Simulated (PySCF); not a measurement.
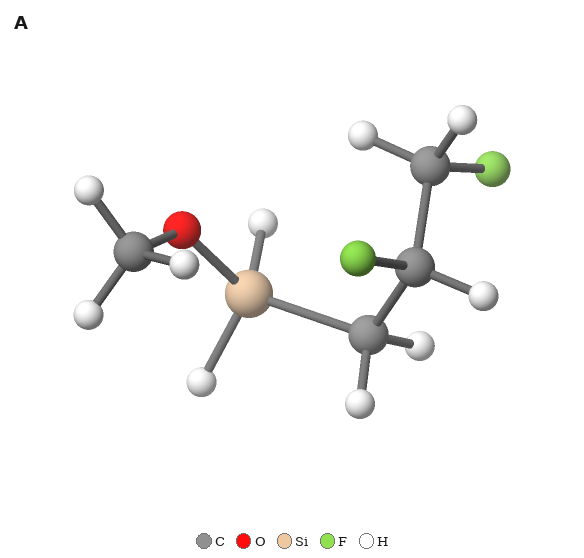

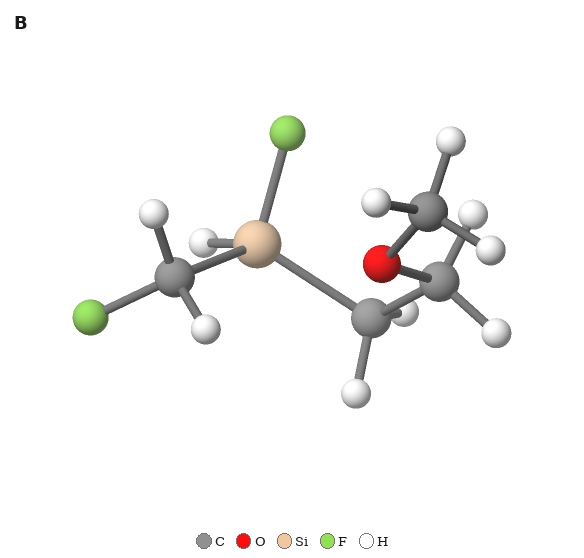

2 stationary structures of one formula. Geometries: GFN2-xTB. Electronic energies: PBE0/pcSseg-1 (PySCF 2.14.0), without zero-point energy. No frequency run is at hand to confirm each as a minimum. Each is one conformer, not always the lowest.

> How are they related?

They are constitutional isomers of C4H10F2OSi: A `CO[SiH2]C[C@H](F)CF`, B `COCC[Si@H](F)CF`.

> Which structure is the most stable?

B is lowest; A lies 64.0 kJ/mol above it.

The geometry is semi-empirical. Around Si such bond lengths and angles can be off by a tenth of an ångström or more and by several degrees, and values that hang on the shape move with them.
